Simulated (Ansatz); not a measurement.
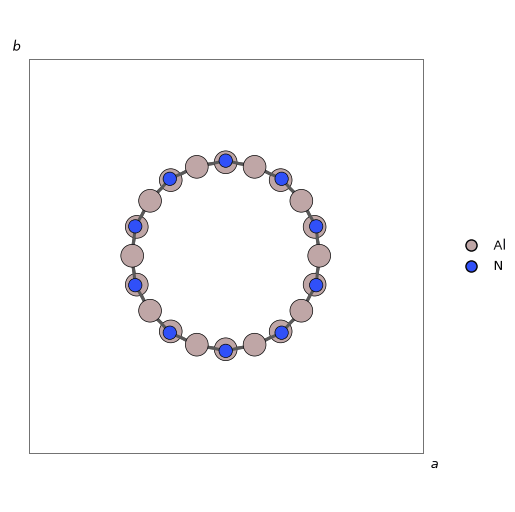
Figure: 1 relaxed period of a body that repeats along c, seen along c; the cell edge a is 21.0 Å long

Computed with PBE (plane waves to 420 eV, PAW; Ansatz, a program for electronic structure). Mesh 1×1×6. No spin polarisation. It repeats along c; a and b span vacuum. A model structure. Symmetry and one short period hold its shape; lower forms weren't sought.

Problem. What is drawn, and how wide is it?

Solution. This is not unique; one that fits is (10,0) AlN nanotube. A hypothetical model, rolled from the flat sheet.
It measures about 10 Å across, from nucleus to nucleus.
